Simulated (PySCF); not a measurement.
CH₂Cl₃F₃Si₂, SMILES FC(F)(F)[SiH2][Si](Cl)(Cl)Cl, GFN2-xTB optimised geometry. Atoms within 1.6 Å of the plane z = 1.2 Å (x, y, z in Å): F1 (3.17, 0.67, 1.73), C2 (1.83, 0.66, 1.61), F3 (1.35, 0.11, 2.74), F4 (1.44, 1.95, 1.63), Si5 (1.24, -0.27, 0.00), Si6 (-1.09, -0.27, 0.00), Cl7 (-1.87, -1.30, 1.56), Cl8 (-1.88, 1.59, 0.00), H11 (1.87, -1.59, 0.14).

Computed with CAM-B3LYP/def2-TZVP run with PySCF. Cells within 0.4 Å of a nucleus heavier than hydrogen are left out (blank, or x).

Map of the electrostatic potential (hartree/e), clipped to [-0.08, 0.12] on the plane z = 1.2 Å:

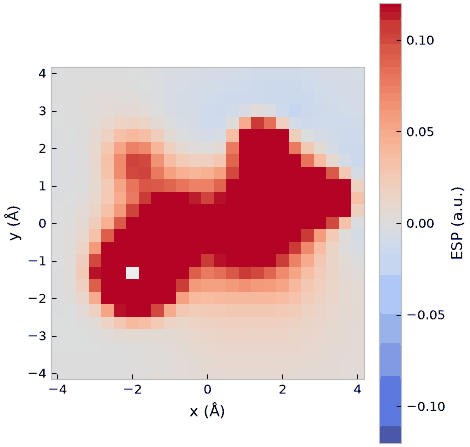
Electrostatic potential (hartree/e), clipped to [-0.08, 0.12] on the plane z = 1.2 Å.
